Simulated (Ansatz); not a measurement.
**BrGe$_{2}$H$_{3}$ (SMILES [GeH-]1[GeH2][Br+]1): density, localisation and related maps**

```xyz
6

Br    0.8691    0.9500    0.6180
Ge    0.3352   -1.0682   -1.1624
Ge   -0.8586   -0.8025    1.0222
H    -0.3692   -1.4173    2.3592
H    -0.7978   -0.1377   -1.8103
H    -2.1161    0.0461    1.3447
```

Geometry: B3LYP-D3(BJ)/def2-SVP.

These are results of Ansatz 0.2.0, isolated molecule in a Gaussian basis; Kohn-Sham density functional theory, functional PBE0, not measurements.

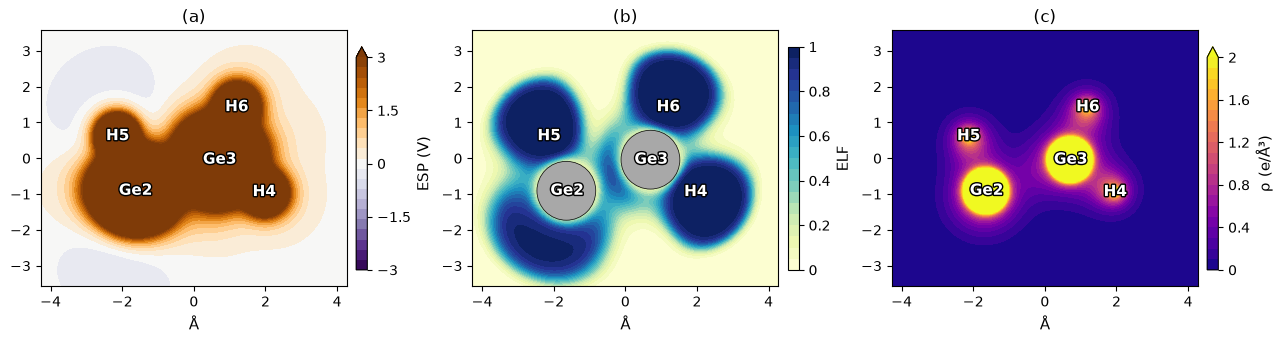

Figure 1. (a) molecular electrostatic potential; (b) ELF; (c) total electron density on the plane of atoms Ge2, Ge3 and H4. Grey discs cover the atomic cores in the ELF map.

**Describe what can be read from this map.**

- Atoms in the plane: Ge and H.
- Ge–Ge (2.50 Å): the density is about 0.47 e/Å³ at the midpoint; the ELF peaks at about 0.80 between the atoms: a shared electron pair.
- Ge–H (1.55 Å): the density is about 1 e/Å³ at the midpoint; the ELF climbs to about 1 towards the hydrogen.
- Outside the dense part of the molecule the potential is most negative (−0.4 V) near Br1, which lies off the plane.

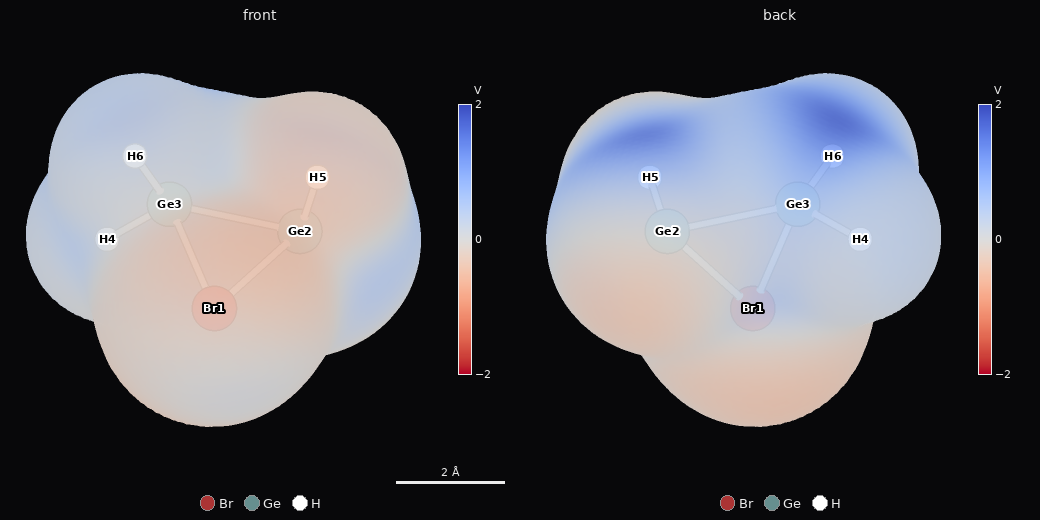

Figure 2. The electrostatic potential painted on the density surface at 0.001 e/bohr³, seen from the front and from behind; red is negative and blue positive.

**Where is the surface potential most negative and most positive?**

The most negative region (about −0.4 V) lies over Br1, the most positive (about +1.6 V) over Ge3.

**What dipole moment does the calculation give?**

Its dipole moment is 1.68 D.

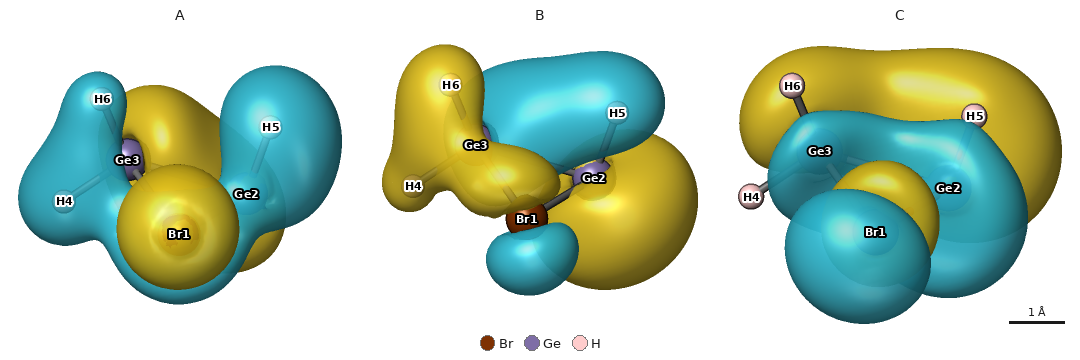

Figure 3. Three frontier orbitals at ±0.06 Å⁻³ᐟ² (yellow and cyan are the two phases), in no order.

**Which picture is the HOMO−1, the HOMO and the LUMO?**

A is the HOMO−1 (−7.78 eV). Its weight (Hirshfeld) is mainly on Ge2 (about 35 %), Ge3 (about 25 %), Br1 (about 20 %) and H5 (about 15 %). B is the HOMO (−6.94 eV). By Hirshfeld shares it lies mainly on Ge2 (about 55 %), Ge3 (about 20 %), H5 (about 10 %) and Br1 (about 10 %). C is the LUMO (−2.10 eV). Its weight (Hirshfeld) is mainly on Ge2 (about 55 %), Br1 (about 25 %) and Ge3 (about 15 %).

**What is the HOMO–LUMO gap?**

4.84 eV between the orbital energies.
